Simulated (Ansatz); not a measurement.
## Electronic structure of AlB2FH2 (SMILES [F][Al]1[BH][BH]1) in real space

```yaml
atoms:
  - { symbol: Al, position_ang: [-0.3232, -0.1344, 0.0285] }
  - { symbol: B, position_ang: [-0.1777, 1.1559, 1.6501] }
  - { symbol: B, position_ang: [0.4388, 1.7563, 0.4283] }
  - { symbol: F, position_ang: [-0.7107, -1.4929, -0.8351] }
  - { symbol: H, position_ang: [0.8996, 2.1275, -0.6160] }
  - { symbol: H, position_ang: [-0.7001, 0.5686, 2.5571] }
```

Geometry: PBE0-D3(BJ)/def2-SVP.

All numbers below come from isolated molecule in a Gaussian basis; Kohn-Sham density functional theory, functional PBE0 (Ansatz).

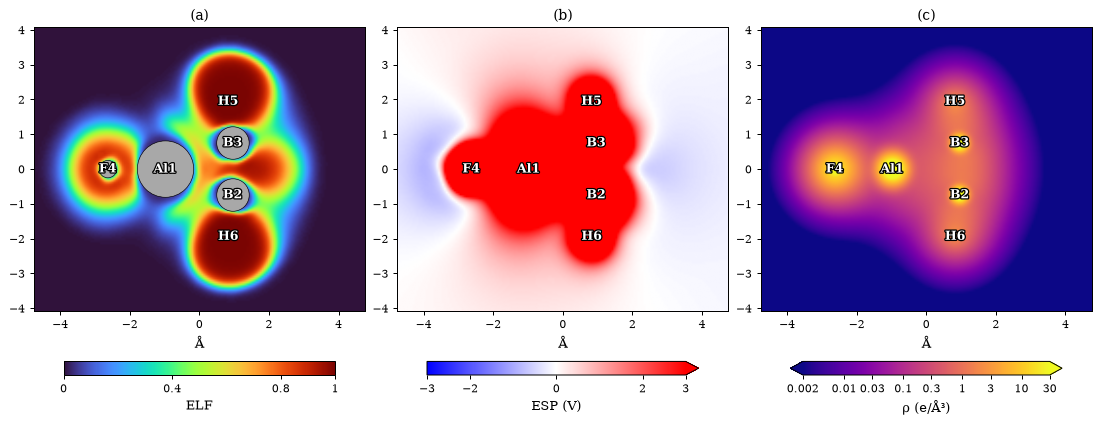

Figure 1. (a) electron localisation function; (b) molecular electrostatic potential; (c) total electron density on the molecular plane. Grey discs cover the atomic cores in the ELF map.

> Describe what can be read from this map.

- The plane passes through Al, B, F and H nuclei.
- B–B (1.49 Å): ρ is about 1.3 e/Å³ halfway; the ELF peaks at about 0.90 between the atoms; a covalent bond.
- Al–F (1.66 Å): ρ is about 0.91 e/Å³ halfway; the ELF peaks at about 0.85 in the valence shell of F, 0.6 Å from its nucleus, and is about 0.40 at the midpoint.
- Al–B (2.08 Å): ρ at the midpoint is about 0.47 e/Å³; the ELF peaks at about 0.65 in the valence shell of B, 0.9 Å from its nucleus, and is about 0.65 at the midpoint.
- B–H (1.20 Å): ρ at the midpoint is about 1.2 e/Å³; the ELF climbs to about 1 towards the hydrogen, as it does in any bond to H (an ordinary covalent bond to hydrogen).
- The ELF also peaks beside F4, away from the bonds: lone-pair regions.
- Outside the dense part of the molecule the potential is most negative (−0.9 V) near F4.

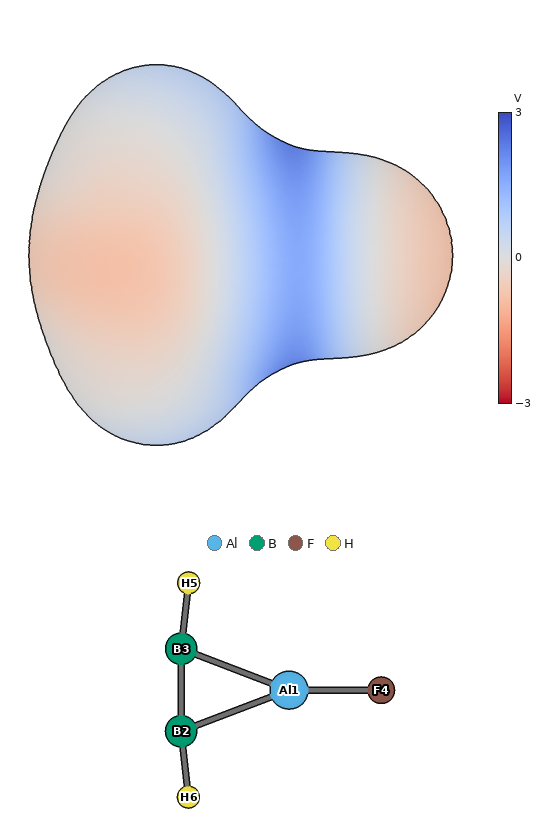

Figure 2. The molecular electrostatic potential painted on the density surface at 0.001 e/bohr³, seen across its widest extent; the colour scale runs from red (negative) to blue (positive). The bare structure is drawn below in the same view.

> Which sites attract a positive test charge, and which a negative one?

A positive charge is drawn to the negative regions and a negative charge to the positive ones. The most negative region (about −0.8 V, or −18 kcal/mol for a unit charge) lies over H6, the most positive (about +2.1 V, or +48 kcal/mol for a unit charge) over Al1.

> What dipole moment does the calculation give?

Its dipole moment is 0.94 D.

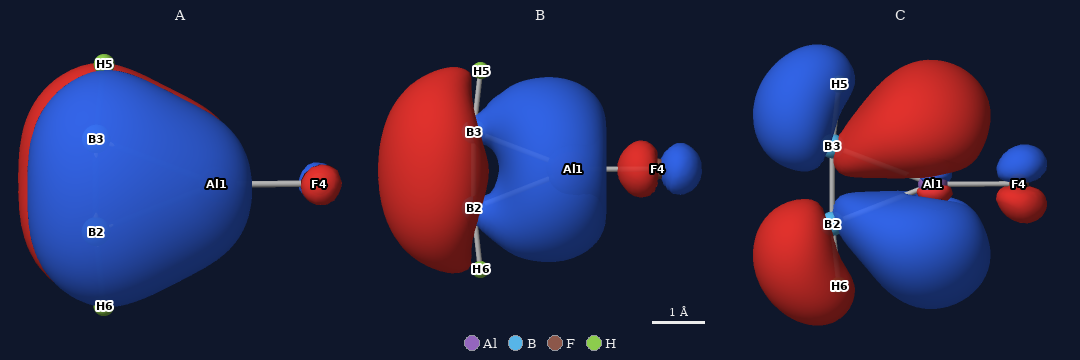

Figure 3. Three frontier orbitals at ±0.08 Å⁻³ᐟ² (red and blue are the two phases), in no order.

> Which picture is the HOMO−1, the HOMO and the LUMO?

B is the HOMO−1 (−8.09 eV). Its weight (Hirshfeld) is mainly on B2 (about 30 %), B3 (about 30 %) and Al1 (about 30 %); it is symmetric in the molecular plane (an in-plane orbital: σ, lone-pair or in-plane π type). A is the HOMO (−6.41 eV). By Hirshfeld shares it lies mainly on B2 (about 35 %), B3 (about 35 %) and Al1 (about 25 %); it changes sign across the molecular plane (π type); π-bonding across Al1–B2, Al1–B3 and B2–B3. C is the LUMO (−2.31 eV). Its weight (Hirshfeld) is mainly on Al1 (about 45 %), B2 (about 20 %) and B3 (about 20 %); it is symmetric in the molecular plane (an in-plane orbital: σ, lone-pair or in-plane π type).

> What is the HOMO–LUMO gap?

4.10 eV between the orbital energies.
